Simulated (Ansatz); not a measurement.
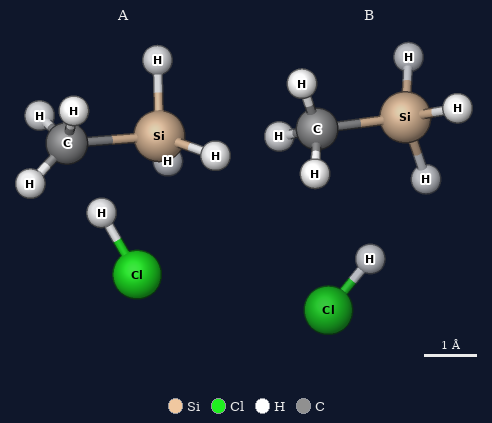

Two geometries of CH7ClSi (started from a transition state, displaced along its imaginary mode), drawn at one scale. One is the start of a relaxation, the other its converged end. The picture is a ball-and-stick view, seen at a tilt.

The calculation used Ansatz, RKS PBE0-D4/def2-TZVP. Settings: force threshold 0.005 eV/Å; at most 200 steps.

> Which of the two is the end point?

Structure B is the relaxed one. The largest move after the best rigid fit is that of the Cl atom, 1.53 Å. Largest moves by element: Cl 1.53 Å, H 1.49 Å, Si 0.45 Å, C 0.39 Å. Among the contacts that change: C–H 1.524 → 3.150 Å, Cl–Si 2.738 → 4.118 Å, H–Si 1.932 → 2.965 Å, Cl–H 1.400 → 1.286 Å. Bond angles that change, for instance: Si–C–H 139.0° → 111.0°, H–Si–C 93.6° → 111.6°, Si–C–H 98.4° → 110.9°. The energy falls by 116.3 kJ/mol in 50 accepted moves (56 points after the start). Largest force component: 0.83 eV/Å at the start, 0.0013 eV/Å at the end. The line search rejected the trial steps at points 8, 16, 36, 48, 49, 51 of the run. The forces were under the threshold at step 46, but the run went on from there. The run took 84 s on 4 threads of Arm Neoverse V1, with other jobs on the host.
